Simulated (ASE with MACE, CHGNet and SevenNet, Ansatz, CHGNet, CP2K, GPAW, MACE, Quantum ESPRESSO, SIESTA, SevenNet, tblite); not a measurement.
# Running Ge(100) slab, H on both faces (90 atoms) with machine-learned potentials

Aim: run Ge(100) slab, H on both faces (90 atoms) in machine-learned potentials and see how near its forces come to a plane-wave reference, and at what cost.

Method: the method is named at each step, in ASE with MACE, CHGNet and SevenNet.

**1. The structure**

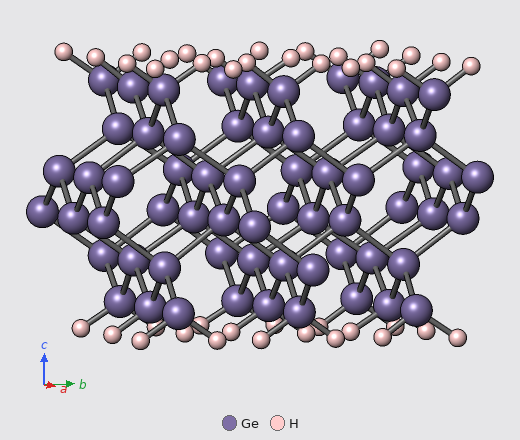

The cell as given, from the side, with the c axis up (germanium purple, hydrogen pink). Bonds to atoms that aren't drawn are left out. Some periodic images of atoms are drawn too.

The cell holds 90 atoms: 54 Ge and 36 H. Its edges and angles: a = 12.002 Å, b = 12.002 Å, c = 20.839 Å, α = 90.0°, β = 90.0°, γ = 90.0°. It derives from Ge (diamond-structure). Diamond-structure Ge (a = 5.658 Å), (100) slab of 6 atomic planes, 3 x 3 surface cells, H on the broken bonds of both faces, 12 Å of vacuum; displaced by a Gaussian of 0.02 Å. Then every atom was moved at random, 0.03 Å r.m.s. a Cartesian component (hydrogen 0.6 of that). Regions: slab, 54 atoms (54 Ge); hydrogen, 36 atoms (36 H). Vacuum lies along c.

The yardstick, on the same geometry:

```
method                                           : Kohn-Sham DFT, PBE, SSSP efficiency 1.3.0 pseudopotentials, plane waves (Quantum ESPRESSO 7.5); sssp-pbe-1.3.0-efficiency, cutoffs 45/360 Ry, Γ point
r.m.s. force component                           : 0.5675 eV/Å
longest force                                    : 3.336 eV/Å
gap (highest filled to lowest empty level) : 1.209 eV
time                                             : 5.9 min on 4 MPI ranks of Arm Neoverse V2, shared host
CPU time                                         : 23 min
```

**2. MACE MP-0b3 medium potential**

Method: machine-learned interatomic potential MACE MP-0b3 medium, trained on PBE(+U) plane-wave data.

run.py reads:

```python
import numpy as np
from ase.io import read
import mlip  # loads the published weights by name

atoms = read("structure.xyz")
atoms.calc = mlip.calc("mace-mp-0b3-medium")
energy = atoms.get_potential_energy()
forces = atoms.get_forces()
print(f"energy {energy:.6f} eV")
print("forces (eV/A)")
for i, (a, f) in enumerate(zip(atoms, forces)):
    print(f"{i:4d} {a.symbol:2s} {f[0]:10.5f} {f[1]:10.5f} {f[2]:10.5f}")
```

structure.xyz reads:

```xyz
90
Lattice="12.00243 0.00000 0.00000 0.00000 12.00243 0.00000 0.00000 0.00000 20.83919" Properties=species:S:1:pos:R:3 pbc="T T T"
Ge 1.99888 2.07114 6.88881
Ge 0.04873 2.03249 8.29483
Ge 12.00219 4.01241 9.74045
Ge 2.09358 0.01476 11.13771
Ge 2.01545 2.00321 12.48955
Ge 0.06493 2.03705 13.97038
Ge 2.03717 5.98393 6.87193
Ge 11.97770 5.96929 8.32171
Ge 0.04981 8.01138 9.74982
Ge 1.96252 4.05358 11.14501
Ge 2.01821 5.99725 12.52498
Ge 0.07994 6.00698 13.92350
Ge 1.99420 9.96826 6.88923
Ge 0.04573 9.97378 8.25586
Ge 0.08606 11.96510 9.73565
Ge 2.04605 7.96649 11.07270
Ge 2.04377 10.04087 12.51748
Ge 0.02629 10.00931 13.96017
Ge 6.00398 2.05794 6.89194
Ge 3.93152 2.03453 8.32276
Ge 4.03942 4.01349 9.69939
Ge 6.02210 0.02581 11.10854
Ge 6.01586 1.98544 12.52352
Ge 4.11611 1.96792 13.93454
Ge 5.98573 6.01430 6.89402
Ge 4.05406 5.99809 8.28712
Ge 4.03078 7.99434 9.60541
Ge 5.95717 3.98133 11.10666
Ge 6.07407 5.97949 12.51789
Ge 4.01625 5.97121 13.97351
Ge 5.99521 10.04351 6.85734
Ge 4.06414 9.94713 8.30629
Ge 4.01421 0.00648 9.70564
Ge 6.01694 7.98354 11.15814
Ge 6.05955 10.01363 12.53852
Ge 4.04350 10.05324 13.98747
Ge 9.95986 1.98976 6.86464
Ge 7.99086 2.03009 8.25670
Ge 7.96541 4.01181 9.77983
Ge 10.01027 11.96438 11.17022
Ge 10.07928 1.99096 12.51185
Ge 8.03239 1.99072 14.01873
Ge 10.00295 6.01706 6.87006
Ge 7.95245 6.04766 8.29400
Ge 8.06647 8.02987 9.72982
Ge 10.04483 4.01253 11.13896
Ge 10.01747 5.98669 12.56499
Ge 8.06383 5.98489 13.92120
Ge 10.02311 9.91821 6.87860
Ge 7.97910 10.01063 8.27545
Ge 8.02386 11.98155 9.74503
Ge 10.00307 7.99062 11.12271
Ge 10.00871 10.04759 12.54457
Ge 8.03803 9.97870 13.90578
H 1.97812 0.76672 6.03607
H 1.99540 3.26778 6.04941
[... 30 atom lines left out ...]
H 10.07172 11.28721 5.97355
H 10.04387 8.78626 6.02315
H 8.01126 11.26248 14.81604
H 8.02314 8.75313 14.81958
```

On the command line:

```bash
> OMP_NUM_THREADS=1 python run.py > output.txt
```

Output:

```text
energy -355.779514 eV
forces (eV/A)
   0 Ge   -0.02458   -1.29380    0.17895
   1 Ge   -0.73593   -0.33855    0.09586
   2 Ge   -0.00214   -0.12624   -0.31864
   3 Ge   -0.38396   -0.09418   -0.06521
   4 Ge    0.52880    0.20843    0.70327
   5 Ge   -0.17267   -0.86101    0.50793
   6 Ge   -0.24968   -0.17877    1.45000
   7 Ge    0.39446    0.41124   -0.30387
   8 Ge   -0.37631   -0.18215   -0.44925
   9 Ge    0.57419   -0.39972   -0.29760
  10 Ge    0.44316    0.33592    0.16948
  11 Ge   -0.54273    0.52342    0.00679
  12 Ge    0.68989    0.30852   -0.58020
  13 Ge   -0.35986    0.04896    0.48281
  14 Ge   -0.38003    0.20810   -0.26775
  15 Ge    0.28847    0.43477    0.43836
  16 Ge    0.06068   -0.54440    0.30524
  17 Ge    0.00036    0.12965   -0.27225
  18 Ge   -0.57433   -1.63737    0.94137
  19 Ge    0.70167   -0.20686   -0.31271
  20 Ge   -0.74992    0.14187    0.12623
  21 Ge   -0.05445   -0.27042    0.12197
  22 Ge    0.71725    0.14469    0.18668
  23 Ge   -1.06290   -0.36138    0.28150
[...]
82 H     0.02736    0.33928   -0.38785
  83 H    -0.01513    0.42590    0.13738
  84 H    -0.01228    0.33130   -0.12832
  85 H     0.01949   -0.27134   -0.07453
  86 H    -0.02957   -1.10036    0.55422
  87 H     0.00887   -1.62734   -1.38112
  88 H     0.00825   -0.50542   -0.21394
  89 H     0.00408    0.02484    0.10665
```

Elapsed: 6.5 s, on 1 thread of Arm Neoverse V2, shared host; peak memory 0.87 GiB.

Banners, paths, timers and routine set-up lines are dropped from the logs unmarked, and long logs keep their key lines alone; longer cuts are marked.

Against the reference:

```
r.m.s. force component                  : 0.4762 eV/Å
r.m.s. difference of force components   : 133.8 meV/Å
longest difference of force vectors     : 556.9 meV/Å
force difference over r.m.s. force      : 23.57 %
slope of forces against the reference's : 0.8243
correlation of force components         : 0.9823
```

Length of the force difference by element (eV/Å):

| element | atoms | mean | most |
| --- | --- | --- | --- |
| Ge | 54 | 0.25 | 0.56 |
| H | 36 | 0.13 | 0.21 |

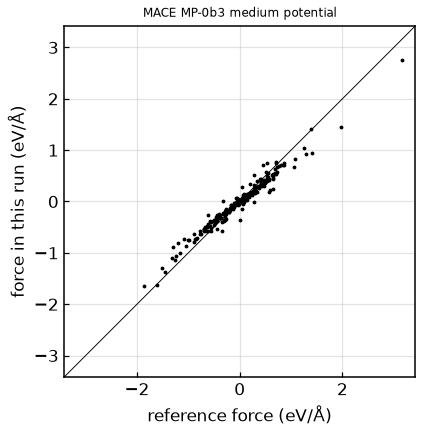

Force components against those of the reference; the line marks equality.

Local excerpt of 9 atoms (numbers count through the whole input) about Ge49, which bears the longest force; x, y, z are measured from there.

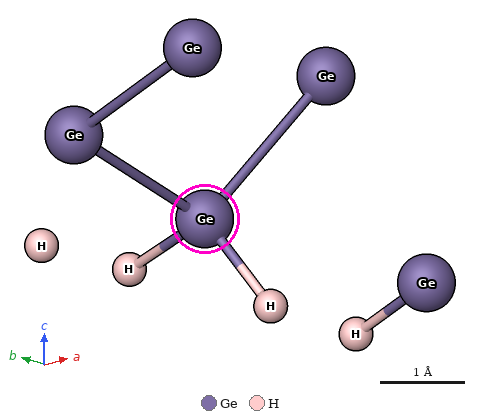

The atoms of the table, within 3.9 Å (arrows a, b, c point along x, y, z); some may hide others; the central atom is ringed.

| atom | x | y | z | distance (Å) | bonds | Fx | Fy | Fz (eV/Å) |
| --- | --- | --- | --- | --- | --- | --- | --- | --- |
| Ge49 | 0.00 | 0.00 | 0.00 | 0.00 | 4 | -0.11 | 2.75 | 0.68 |
| H88 | 0.02 | -1.13 | -0.86 | 1.42 | 1 | 0.01 | -1.63 | -1.38 |
| H87 | 0.05 | 1.37 | -0.91 | 1.64 | 1 | -0.03 | -1.10 | 0.55 |
| Ge14 | 2.03 | 0.06 | 1.38 | 2.45 | 4 | -0.36 | 0.05 | 0.48 |
| Ge50 | -2.04 | 0.09 | 1.40 | 2.48 | 4 | 0.32 | -0.01 | 0.04 |
| H83 | -0.03 | -2.68 | -0.88 | 2.82 | 1 | 0.03 | 0.34 | -0.39 |
| H79 | -0.04 | 2.81 | -0.88 | 2.94 | 1 | -0.02 | 0.14 | -0.10 |
| Ge43 | -0.02 | -3.90 | -0.01 | 3.90 | 4 | -0.25 | -0.72 | 0.25 |
| Ge45 | -1.96 | -1.89 | 2.85 | 3.94 | 4 | -0.64 | -0.02 | -0.25 |

Atoms are counted from 1 here, from 0 in the log.

Forces lie 24 % from the reference's, at 0.0046 times its CPU time (on 1 against 4 cores).

**3. CHGNet 0.3.0 potential**

Method: machine-learned interatomic potential CHGNet 0.3.0, trained on PBE(+U) plane-wave data.

Edit run.py of step 2 so:

```diff
@@ -5,3 +5,3 @@
 atoms = read("structure.xyz")
-atoms.calc = mlip.calc("mace-mp-0b3-medium")
+atoms.calc = mlip.calc("chgnet-0.3.0")
 energy = atoms.get_potential_energy()
```

structure.xyz is that of step 2.

Output:

```text
CHGNet v0.3.0 initialized with 412,525 parameters
CHGNet will run on cpu
energy -356.806152 eV
forces (eV/A)
   0 Ge   -0.03834   -1.25821    0.35718
   1 Ge   -0.43080   -0.25587    0.00484
   2 Ge    0.02927   -0.12756   -0.14373
   3 Ge   -0.25773   -0.05778   -0.12782
   4 Ge    0.19729    0.19303    0.54385
   5 Ge   -0.12959   -0.86530    0.39632
   6 Ge   -0.20624   -0.08761    1.39195
   7 Ge    0.11315    0.28951   -0.27697
   8 Ge   -0.31117   -0.10805   -0.21948
   9 Ge    0.39162   -0.38224   -0.37834
  10 Ge    0.36001    0.32959    0.31160
  11 Ge   -0.34954    0.44939   -0.21732
  12 Ge    0.38327    0.46085   -0.40464
  13 Ge   -0.22151    0.05687    0.14585
  14 Ge   -0.23966    0.13335   -0.06028
  15 Ge    0.28365    0.27723    0.18181
  16 Ge   -0.01723   -0.40069    0.29342
  17 Ge    0.05358    0.13553   -0.22566
  18 Ge   -0.24759   -1.56390    1.05766
  19 Ge    0.32745   -0.20965   -0.27892
  20 Ge   -0.59842    0.08385    0.15689
  21 Ge   -0.04575   -0.24191   -0.06164
  22 Ge    0.50012    0.10410    0.21346
  23 Ge   -0.64447   -0.42487    0.21548
[...]
82 H    -0.00553    0.03120   -0.50756
  83 H    -0.01568    0.87326    0.11033
  84 H     0.00444    0.72101    0.04258
  85 H     0.01420   -0.68645    0.03695
  86 H    -0.00507   -1.49837    0.38568
  87 H     0.02115   -1.23257   -1.40865
  88 H     0.00183   -0.89281   -0.09784
  89 H     0.02011    0.37583    0.27490
```

The job ended after 2.6 s (1 thread; peak memory 0.73 GiB).

Compared with the plane-wave run:

| Quantity | Value |
| --- | --- |
| r.m.s. force component | 0.4521 eV/Å |
| r.m.s. difference of force components | 220.9 meV/Å |
| longest difference of force vectors | 681 meV/Å |
| force difference over r.m.s. force | 38.93 % |
| slope of forces against the reference's | 0.7417 |
| correlation of force components | 0.9308 |

Against the first run (24 %), the force difference from the reference is 39 %, at 0.40 times the CPU time.

**4. SevenNet 0 potential**

Method: machine-learned interatomic potential SevenNet 0, trained on PBE(+U) plane-wave data.

Edit run.py of step 3 so:

```diff
@@ -5,3 +5,3 @@
 atoms = read("structure.xyz")
-atoms.calc = mlip.calc("chgnet-0.3.0")
+atoms.calc = mlip.calc("7net-0")
 energy = atoms.get_potential_energy()
```

structure.xyz is that of step 3.

Output:

```text
energy -354.852325 eV
forces (eV/A)
   0 Ge   -0.05317   -1.28340    0.43987
   1 Ge   -0.60765   -0.30523   -0.05815
   2 Ge    0.00055   -0.13616   -0.14452
   3 Ge   -0.30631   -0.07887   -0.16540
   4 Ge    0.39522    0.18004    0.65137
   5 Ge   -0.14927   -0.90886    0.25570
   6 Ge   -0.24842   -0.11896    1.86732
   7 Ge    0.38474    0.39459   -0.41853
   8 Ge   -0.29184   -0.13093   -0.21788
   9 Ge    0.46119   -0.34085   -0.37538
  10 Ge    0.45981    0.30444    0.31042
  11 Ge   -0.44405    0.47853   -0.24280
  12 Ge    0.51608    0.32521   -0.32760
  13 Ge   -0.37121    0.04561    0.26436
  14 Ge   -0.31553    0.17246   -0.04495
  15 Ge    0.24125    0.34217    0.18070
  16 Ge    0.04565   -0.45991    0.43999
  17 Ge    0.06973    0.17894   -0.58156
  18 Ge   -0.39981   -1.57079    1.24007
  19 Ge    0.57319   -0.17243   -0.39194
  20 Ge   -0.60654    0.09163    0.21676
  21 Ge   -0.07191   -0.27227   -0.06251
  22 Ge    0.70571    0.10024    0.30711
  23 Ge   -0.83706   -0.35776    0.01542
[...]
82 H    -0.00260   -0.38481   -0.60758
  83 H    -0.02200    1.10421   -0.08895
  84 H    -0.01411    1.07081    0.00763
  85 H     0.03132   -0.99199    0.09365
  86 H     0.02198   -1.76942    0.35558
  87 H     0.03759   -0.77050   -1.51394
  88 H    -0.02590   -1.21978   -0.10846
  89 H     0.03316    0.75839    0.28584
```

Wall time 5.8 s (1 thread); peak memory 0.81 GiB.

Compared with the plane-wave run:

| Property | Result |
| --- | --- |
| r.m.s. force component | 0.5456 eV/Å |
| r.m.s. difference of force components | 276.7 meV/Å |
| longest difference of force vectors | 850.6 meV/Å |
| force difference over r.m.s. force | 48.76 % |
| slope of forces against the reference's | 0.8434 |
| correlation of force components | 0.8771 |

Against the first run (24 %), the force difference from the reference is 49 %, at 0.90 times the CPU time.

**5. The ladder**

Differences are against the plane-wave reference, forces as r.m.s. over components; share is that over the reference's r.m.s. force, slope the least-squares factor from reference forces to these. Total energies of different programs have different zeros and aren't compared.

| run | Δ force, r.m.s. (meV/Å) | share (%) | slope | cores | CPU time | memory (GiB) |
| --- | --- | --- | --- | --- | --- | --- |
| reference | - | - | - | 4 | 23 min | 8.0 |
| MACE MP-0b3 medium potential | 134 | 23.6 | 0.824 | 1 | 6.5 s | 0.87 |
| CHGNet 0.3.0 potential | 221 | 38.9 | 0.742 | 1 | 2.6 s | 0.73 |
| SevenNet 0 potential | 277 | 48.8 | 0.843 | 1 | 5.8 s | 0.81 |

Times of the machine-learned potentials are mostly Python's start and the loading of weights.

CPU time is summed over cores on a shared host, where runs went side by side, so it is rough. Symmetry, cutoffs, thresholds, outputs and thread counts weren't matched or tuned between programs; memory under MPI is the largest rank's times the ranks.

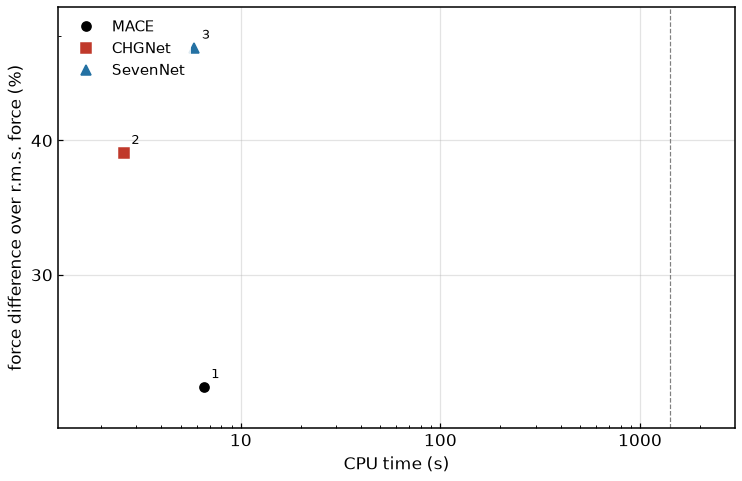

Force difference against CPU time; the dashed line marks the reference's time. Points: 1 MACE MP-0b3 medium potential; 2 CHGNet 0.3.0 potential; 3 SevenNet 0 potential.

**6. Summary of results**

* nearest in forces: MACE MP-0b3 medium potential, 24 %
* its CPU time: 6.5 s

**Reading.** Machine-learned potentials differ by 24 % (MACE MP-0b3 medium potential) to 49 % (SevenNet 0 potential); they were trained on other programs' data. Among those trained on PBE data the slope goes as low as 0.74, which softening far from their training structures can give, though the reference's k-sampling is untested too. Machine-learned potentials mimic data converged in k, so the reference's own k-point error enters their differences. The electronic-structure runs sample only Γ, in a cell whose shortest periodic width is 12 Å.

[Also dropped from logs without a mark: logging warnings of Python, and SIESTA's first energy breakdown and zero terms.]

[Logs are printed without paths, hosts, clocks, repeated set-up lines and the standing remarks that a program may print on its own settings, such as how far it seeks lower states.]

[Hosts, paths, dates, database ids (printed as entryN), source tags and the programs' standing remarks are cut or masked in the printed files.]
